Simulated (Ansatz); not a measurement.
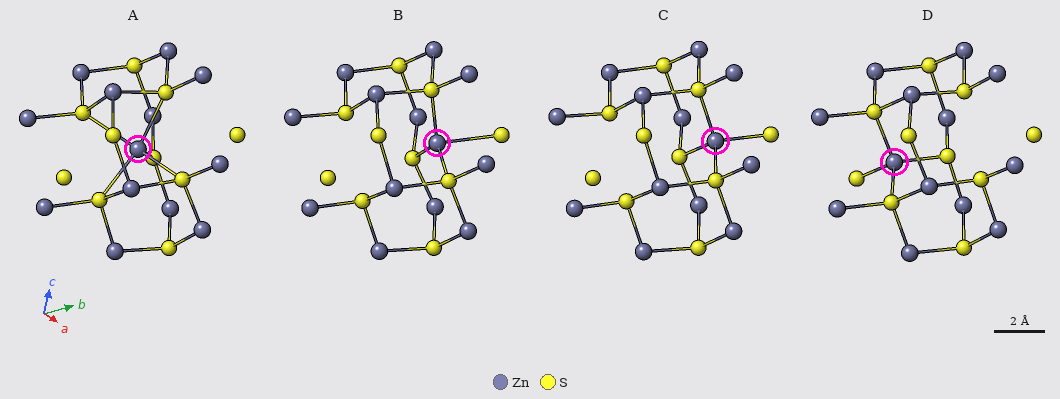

4 geometries from a converged minimum-energy path of a defect cell of composition Zn26S27 (cell charge −2) (53 atoms in the cell), shuffled. The picture is a ball-and-stick view of the atoms within 4.8 Å of the middle of the path, seen slightly off an axis. The moving atom is ringed, with any periodic copies. Bonds to atoms that aren't drawn are left out.

Computed with DFT PBE, scalar-relativistic, plane waves, PAW in Ansatz. Settings: plane-wave cutoff 420 eV; k-point mesh 2 × 2 × 2; Gaussian smearing 0.02 eV; 5 movable images; climbing image.

Which frame is the top of the path?

Answer. A. In order along the path, whose images run from 0 to 6: D (image 0, 0.00 eV), A (image 3, +1.26 eV), B (image 5, +0.29 eV), C (image 6, 0.00 eV). A Zn atom travels furthest, 3.70 Å from end to end, along +b, on a path that bends up to 0.63 Å away from the straight line. At the highest image its nearest neighbour (S) is 2.23 Å away, against 2.29 Å at the start, and the surrounding atoms stand up to 0.36 Å off the mean of their end positions.

Limits of the set-up: the cell is charged, on a uniform background, and energies carry no finite-size correction.
